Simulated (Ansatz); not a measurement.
**Response to strain in BaHfO3**

The parent structure is BaHfO₃ in the cubic perovskite structure (space group Pm-3m, No. 221; a = 4.158 Å). Axes: x, y, z lie along the cube axes.

Strains are applied to the cell and any free atomic positions relax; under biaxial strain the out-of-plane vector relaxes too.

Level of theory: PBEsol/PAW in Ansatz (a program for electronic structure), no SOC.

Notes on the quantities. energy relative to the base: free energy F.

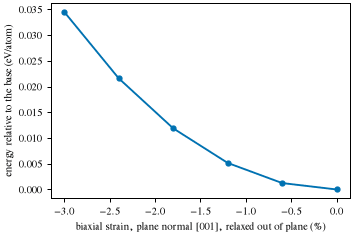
Fig. 1. Energy relative to the base against biaxial strain, plane normal [001], relaxed out of plane

**Question.** From the plot, what is the energy relative to the base for biaxial strain −1.80 %, plane normal [001], relaxed out of plane?

**Answer.** About 0.012 eV/atom.

**Question.** Is the trend monotonic over the range shown?

**Answer.** Yes, it falls throughout, spanning 0 meV/atom to +35 meV/atom.

Stability against distortions was not tested.
